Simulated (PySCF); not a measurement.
C$_{5}$H$_{2}$F$_{3}$NO: NMR shielding calculation

System: C$_{5}$H$_{2}$F$_{3}$NO, SMILES N#CCC(=C=O)C(F)(F)F.
Method: GIAO PBE0/pcSseg-1 NMR shielding, non-relativistic, gas phase (PySCF 2.14.0).

The geometry comes from this level: GFN2-xTB. Figures and captions count atoms from 1; the log counts them from 0 in places.

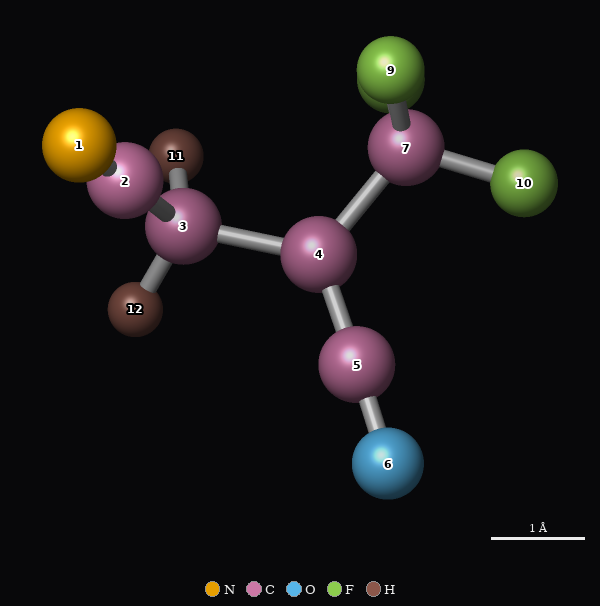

The structure (ball-and-stick view, seen at a tilt; atoms are numbered from 1 in the order of the input). Bond lengths as drawn: C–C 1.30 to 1.52 Å, C–F 1.34 Å, C–H 1.09 Å, C–N 1.14 Å and C–O 1.15 Å.

**Input file**
```
{"job": {"kind": "nmr", "xc": "PBE0", "basis": "pcSseg-1"}, "charge": 0, "multiplicity": 1}
N      2.470730    -1.655386     0.212998
C      1.636232    -1.096286    -0.328654
C      0.581927    -0.374161    -1.009881
C     -0.171240     0.521414    -0.038611
C      0.137499     1.778415     0.125416
O      0.409801     2.893833     0.219313
C     -1.224861    -0.129482     0.804877
F     -2.065842    -0.864738     0.058558
F     -0.716554    -0.967688     1.721231
F     -1.969609     0.762226     1.467539
H     -0.113750    -1.094269    -1.451389
H      1.026864     0.225438    -1.807424
```

The first line tells a small driver script what to run in PySCF; the rest is the geometry in Å.

Machine: 1 CPU thread, shared host.

Launch command:
```bash
OMP_NUM_THREADS=1 python <driver script> task.json out
```

**What the program printed**
```
coarse grid: 12080 points
cycle   1  E = -620.1649125028  dE =  1.943e+00  |g| = 1.134e+00  |ddm| = 3.502e+00
cycle   2  E = -619.4233367394  dE =  7.416e-01  |g| = 2.320e+00  |ddm| = 2.189e+00
cycle   3  E = -620.3717773370  dE = -9.484e-01  |g| = 3.964e-01  |ddm| = 1.676e+00
cycle   4  E = -620.4024173008  dE = -3.064e-02  |g| = 8.396e-02  |ddm| = 2.992e-01
cycle   5  E = -620.4036515909  dE = -1.234e-03  |g| = 1.926e-02  |ddm| = 6.714e-02
cycle   6  E = -620.4037130756  dE = -6.148e-05  |g| = 7.591e-03  |ddm| = 1.858e-02
cycle   7  E = -620.4037216339  dE = -8.558e-06  |g| = 3.632e-03  |ddm| = 6.343e-03
cycle   8  E = -620.4037242013  dE = -2.567e-06  |g| = 8.474e-04  |ddm| = 2.714e-03
final grid: 123800 points
cycle   9  E = -620.4923121134  dE = -2.683e-05  |g| = 1.183e-02  |ddm| = 2.702e-02
cycle  10  E = -620.4922136901  dE =  9.842e-05  |g| = 2.570e-02  |ddm| = 2.316e-02
cycle  11  E = -620.4923378155  dE = -1.241e-04  |g| = 2.161e-03  |ddm| = 1.689e-02
cycle  12  E = -620.4923386701  dE = -8.546e-07  |g| = 5.339e-04  |ddm| = 1.595e-03
cycle  13  E = -620.4923387038  dE = -3.365e-08  |g| = 3.279e-04  |ddm| = 4.961e-04
cycle  14  E = -620.4923387258  dE = -2.199e-08  |g| = 7.931e-05  |ddm| = 2.362e-04
cycle  15  E = -620.4923387268  dE = -1.045e-09  |g| = 1.637e-05  |ddm| = 5.657e-05
cycle  16  E = -620.4923387269  dE = -4.616e-11  |g| = 5.136e-06  |ddm| = 1.401e-05
```

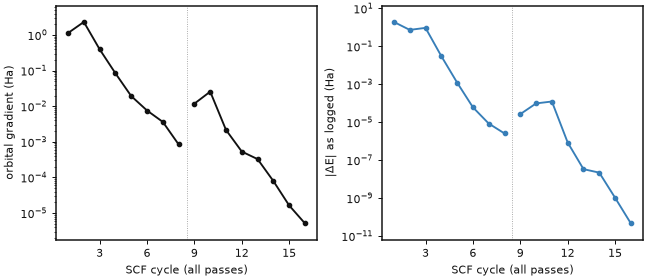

Convergence of the self-consistent field: orbital gradient and size of the energy change against the SCF cycle. The dotted line marks the change from a coarse to the final integration grid. The first 8 cycles use a coarse grid, the final grid takes over at cycle 9, and the field converges after 16 cycles in all.

```
converged SCF energy = -620.4923387269

GIAO shielding tensors (ppm)
atom      isotropic    diamagn.    paramagn.     s11        s22        s33       span
  0 N      -38.159     338.681    -376.841   -209.605   -197.665    292.791    502.395
  1 C       66.297     260.030    -193.733    -51.752    -42.837    293.480    345.231
  2 C      173.587     241.950     -68.363    164.872    172.147    183.742     18.871
  3 C      151.016     265.350    -114.334    135.590    148.986    168.471     32.881
  4 C       -9.635     260.392    -270.026    -92.627    -49.570    113.293    205.921
  5 O      -76.272     400.749    -477.022   -247.833   -108.421    127.438    375.272
  6 C       51.410     235.484    -184.074     37.439     54.759     62.032     24.593
  7 F      240.318     473.163    -232.846    153.079    236.450    331.423    178.344
  8 F      228.570     474.079    -245.509    142.275    220.083    323.353    181.078
  9 F      250.707     470.107    -219.399    168.621    231.944    351.558    182.937
 10 H       28.573      26.746       1.827     23.659     27.819     34.240     10.581
 11 H       28.677      26.813       1.864     23.137     27.445     35.451     12.314
```

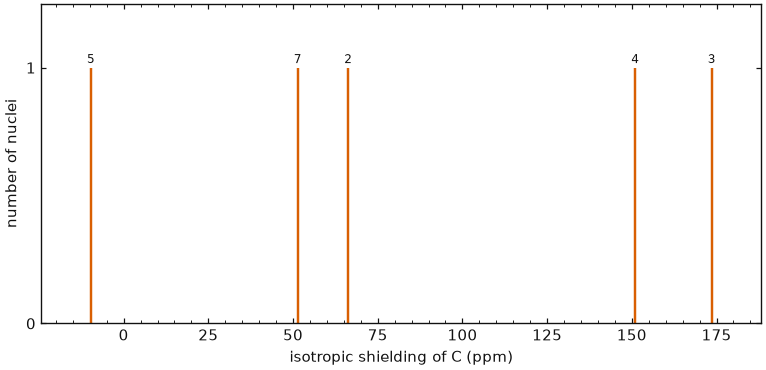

Isotropic shieldings of the carbon nuclei in this fixed geometry, labelled by atom number; shielding grows to the right, so chemical shift grows to the left. The least shielded is C5 (−9.6 ppm), the most shielded C3 (173.6 ppm).

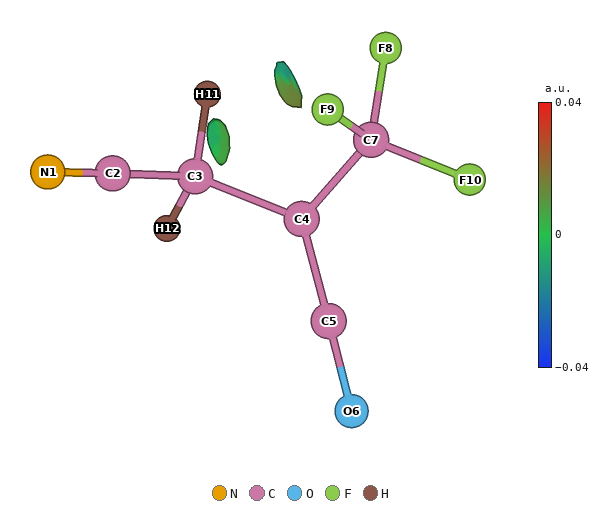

Non-covalent interaction (NCI) plot: the surface where the reduced density gradient is 0.5, for densities under 0.05 a.u., coloured by sign(λ₂)ρ; seen at a tilt. Between C2 and C3 on one side and F9 and C7 on the other: a weak, van der Waals-like contact (green)

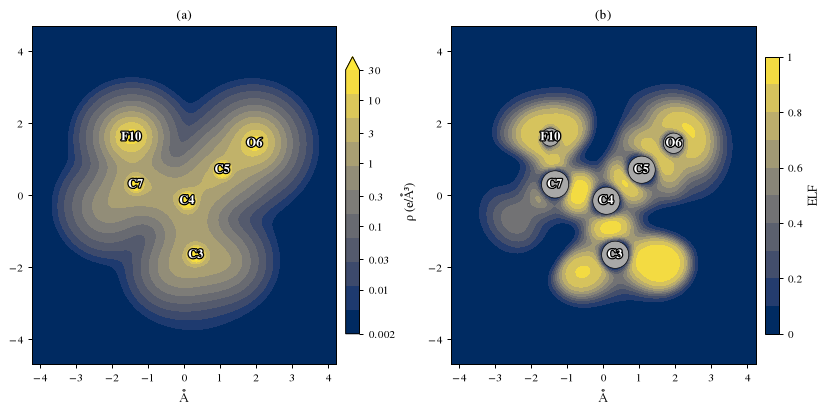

(a) total electron density; (b) ELF on the plane of atoms C3, C4 and C5. Grey discs, where drawn, cover atomic cores. C–C (1.30 Å): ρ at the midpoint is about 2.3 e/Å³; the ELF peaks at about 0.90 between the atoms; a multiple bond by its length, whose ELF region spreads away from the axis. C–F (1.34 Å): ρ is about 2.4 e/Å³ halfway; the ELF peaks at about 0.85 between the atoms, which marks a shared but strongly polarised pair. C–C (1.50 Å): ρ is about 1.8 e/Å³ halfway; the ELF peaks at about 0.95 between the atoms, which marks a shared electron pair.

**Results in brief**

```csv
quantity,value
outcome,converged
total energy,−620.492339 hartree
HOMO,−8.33 eV
LUMO,−2.45 eV
dipole moment,3.61 D
"isotropic shielding, N",−38.2 ppm
"isotropic shielding, C",−9.6 to 173.6 ppm
"isotropic shielding, O",−76.3 ppm
"isotropic shielding, F",228.6 to 250.7 ppm
"isotropic shielding, H",28.6 to 28.7 ppm
wall time,22 s
peak memory,0.81 GiB
```
